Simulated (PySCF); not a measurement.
# MP2/def2-SVP run of SiCNClF2 (SMILES N#C[Si](F)(F)Cl)

What is the vertical ionisation energy of SiCNClF2 at MP2/def2-SVP? 

The results are computed with PySCF 2.14.0.

**1. Starting point**

SiCNClF2 has 6 atoms, charge 0, and is taken as a singlet. As SMILES, `N#C[Si](F)(F)Cl`. The shape is that of a PBE0-D4/def2-TZVP optimisation.

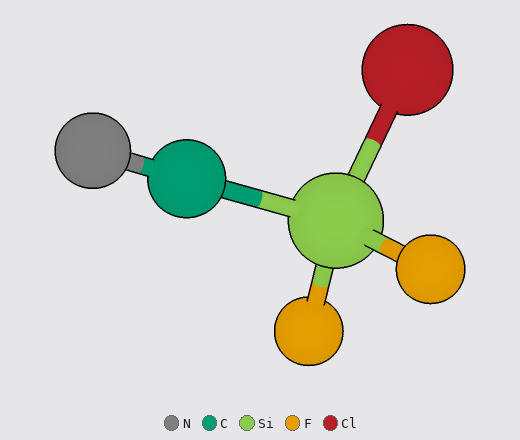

The structure, seen from a chosen angle (nitrogen grey, carbon teal, silicon green, fluorine amber, chlorine red).

**2. The energy at MP2/def2-SVP**

input.py

```python
from pyscf import gto, scf, mp

system = gto.M(
    atom='''
N        1.925400      -1.092200       1.077400
C        1.030100      -0.609300       0.540000
Si      -0.394400       0.176700      -0.290300
F       -1.487900      -0.920300      -0.527700
F        0.087600       0.719200      -1.679000
Cl      -1.118900       1.661900       0.833400
''',
    verbose=4,
    charge=0,
    max_memory=1860,
    basis='def2-svp',
)

hf = scf.RHF(system)
hf.conv_tol = 1e-10
hf.kernel()
if not hf.converged:
    hf = hf.newton().run(hf.mo_coeff, hf.mo_occ)

pt = mp.MP2(hf, frozen=14).run()
energy = pt.e_tot
print('E = %.10f Eh' % energy)
```

Launch:

```console
OMP_NUM_THREADS=1 python input.py
```

The log of the run:

```text
PySCF version 2.14.0

[INPUT] num. atoms = 6
[INPUT] num. electrons = 62
[INPUT] charge = 0
[INPUT] spin (= nelec alpha-beta = 2S) = 0
[INPUT] symmetry False subgroup None
[INPUT] Mole.unit = angstrom
[INPUT] Symbol           X                Y                Z      unit          X                Y                Z       unit  Magmom
[INPUT]  1 N      1.925400000000  -1.092200000000   1.077400000000 AA    3.638478680238  -2.063958873250   2.035990926606 Bohr   0.0
[INPUT]  2 C      1.030100000000  -0.609300000000   0.540000000000 AA    1.946606880914  -1.151410127697   1.020452107265 Bohr   0.0
[INPUT]  3 Si    -0.394400000000   0.176700000000  -0.290300000000 AA   -0.745307983528   0.333914606211  -0.548587493961 Bohr   0.0
[INPUT]  4 F     -1.487900000000  -0.920300000000  -0.527700000000 AA   -2.811723500740  -1.739114952437  -0.997208475933 Bohr   0.0
[INPUT]  5 F      0.087600000000   0.719200000000  -1.679000000000 AA    0.165540008512   1.359091028787  -3.172850163145 Bohr   0.0
[INPUT]  6 Cl    -1.118900000000   1.661900000000   0.833400000000 AA   -2.114414560776   3.140535846415   1.574897752213 Bohr   0.0

nuclear repulsion = 351.977762982793
number of shells = 40
number of NR pGTOs = 168
number of NR cGTOs = 92
basis = def2-svp
ecp = {}

******** <class 'pyscf.scf.hf.RHF'> ********
method = RHF
initial guess = minao
damping factor = 0
level_shift factor = 0
DIIS = <class 'pyscf.scf.diis.CDIIS'>
diis_start_cycle = 1
diis_space = 8
diis_damp = 0
SCF conv_tol = 1e-10
SCF conv_tol_grad = None
SCF max_cycles = 50
direct_scf = True
direct_scf_tol = 1e-13
Set gradient conv threshold to 1e-05
Initial guess from minao.
init E= -1039.97434745398
  HOMO = -0.399927010412413  LUMO = 0.0227989378806397  gap/eV = 11.50296
cycle= 1 E= -1039.18265971199  delta_E= 0.792  |g|= 0.791  |ddm|= 2.85
  HOMO = -0.528280320850681  LUMO = 0.0442002036510393  gap/eV = 15.57799
cycle= 2 E= -1039.26456798526  delta_E= -0.0819  |g|= 0.582  |ddm|= 1.01
  HOMO = -0.515246066260035  LUMO = 0.0858970542410991  gap/eV = 16.35794
cycle= 3 E= -1039.33057592844  delta_E= -0.066  |g|= 0.088  |ddm|= 0.453
  HOMO = -0.505533471444215  LUMO = 0.0988391445480628  gap/eV = 16.44582
cycle= 4 E= -1039.33266186989  delta_E= -0.00209  |g|= 0.0399  |ddm|= 0.096
  HOMO = -0.506985577701486  LUMO = 0.0993746313443995  gap/eV = 16.49990
cycle= 5 E= -1039.33304103722  delta_E= -0.000379  |g|= 0.00695  |ddm|= 0.0461
  HOMO = -0.507614132902313  LUMO = 0.0981885945899865  gap/eV = 16.48473
cycle= 6 E= -1039.33305895407  delta_E= -1.79e-05  |g|= 0.00247  |ddm|= 0.0101
  HOMO = -0.507589285515365  LUMO = 0.0983223795661115  gap/eV = 16.48770
cycle= 7 E= -1039.33306123718  delta_E= -2.28e-06  |g|= 0.000664  |ddm|= 0.00405
  HOMO = -0.507532902909682  LUMO = 0.0983371280190521  gap/eV = 16.48656
cycle= 8 E= -1039.33306139112  delta_E= -1.54e-07  |g|= 0.000139  |ddm|= 0.00115
  HOMO = -0.507548393556924  LUMO = 0.0983409105395361  gap/eV = 16.48709
cycle= 9 E= -1039.33306139843  delta_E= -7.31e-09  |g|= 2.15e-05  |ddm|= 0.000254
  HOMO = -0.507543125264546  LUMO = 0.0983424064150009  gap/eV = 16.48699
cycle= 10 E= -1039.33306139869  delta_E= -2.57e-10  |g|= 5.91e-06  |ddm|= 4.83e-05
  HOMO = -0.507544127845462  LUMO = 0.0983415071761033  gap/eV = 16.48699
cycle= 11 E= -1039.33306139872  delta_E= -2.73e-11  |g|= 2.4e-06  |ddm|= 1.1e-05
  HOMO = -0.507543897393381  LUMO = 0.0983417186634918  gap/eV = 16.48699
Extra cycle  E= -1039.33306139872  delta_E= -6.37e-12  |g|= 1.32e-06  |ddm|= 3.28e-06
converged SCF energy = -1039.33306139872

******** <class 'pyscf.mp.mp2.RMP2'> ********
nocc = 17, nmo = 78
frozen orbitals 14
E(RMP2) = -1040.19398222276  E_corr = -0.860920824034335
E(SCS-RMP2) = -1040.1617388723  E_corr = -0.828677473571372
E_corr(same-spin) = -0.23587790223442
E_corr(oppo-spin) = -0.625042921799916
E = -1040.1939822228 Eh
```

Wall time 1.8 s (1 thread of Arm Neoverse V2, shared host); peak memory 0.23 GiB.

**3. The doublet cation, same level**

job.py

```python
from pyscf import gto, scf, mp

molecule = gto.M(
    atom='''
N      1.925400    -1.092200     1.077400
C      1.030100    -0.609300     0.540000
Si    -0.394400     0.176700    -0.290300
F     -1.487900    -0.920300    -0.527700
F      0.087600     0.719200    -1.679000
Cl    -1.118900     1.661900     0.833400
''',
    verbose=3,
    max_memory=1860,
    basis='def2-svp',
    charge=1,
    spin=1,
)

mf = scf.UHF(molecule)
mf.conv_tol = 1e-10
mf.kernel()
if not mf.converged:
    mf = mf.newton().run(mf.mo_coeff, mf.mo_occ)

pt = mp.MP2(mf, frozen=14).run()
etot = pt.e_tot
print(f'total energy: {etot:.8f} hartree')
```

Launch:

```console
OMP_NUM_THREADS=1 python job.py
```

The log of the run:

```text
converged SCF energy = -1038.87767098843  <S^2> = 0.7593153  2S+1 = 2.0092937
E(UMP2) = -1039.68269545584  E_corr = -0.805024467406977
E(SCS-UMP2) = -1039.65494352884  E_corr = -0.777272540407251
total energy: -1039.68269546 hartree
```

It took 5.7 s on 1 thread of Arm Neoverse V2, shared host; peak memory 0.24 GiB.

**4. Summary of results**

Level: MP2/def2-SVP, 14 core orbitals frozen.

| quantity | value |
| --- | --- |
| singlet SiCNClF2: total energy | -1040.19398 Eh |
| singlet SiCNClF2: dipole moment (Hartree–Fock density) | 1.89 D |
| singlet SiCNClF2: HOMO energy (Hartree–Fock orbitals) | -13.81 eV |
| singlet SiCNClF2: LUMO energy (Hartree–Fock orbitals) | 2.68 eV |
| singlet SiCNClF2: HOMO–LUMO gap (Hartree–Fock orbitals) | 16.49 eV |
| singlet SiCNClF2: correlation energy (14 core orbitals frozen) | -860.9 mEh |
| doublet cation: total energy | -1039.68270 Eh |
| doublet cation: HOMO energy (Hartree–Fock orbitals) (highest over α and β) | -18.97 eV |
| doublet cation: LUMO energy (Hartree–Fock orbitals) (lowest over α and β) | -11.00 eV |
| doublet cation: correlation energy (14 core orbitals frozen) | -805.0 mEh |
| doublet cation: ⟨S²⟩ of the reference determinant | 0.759 |
| vertical ionisation energy (to the doublet cation) | 13.913 eV |

**Reading.** Removing an electron at fixed nuclei costs 13.91 eV (321 kcal/mol). Mulliken charges (doublet cation) of the mean-field density run from -0.36 on F4 to +1.44 on Si3; they depend strongly on the basis.
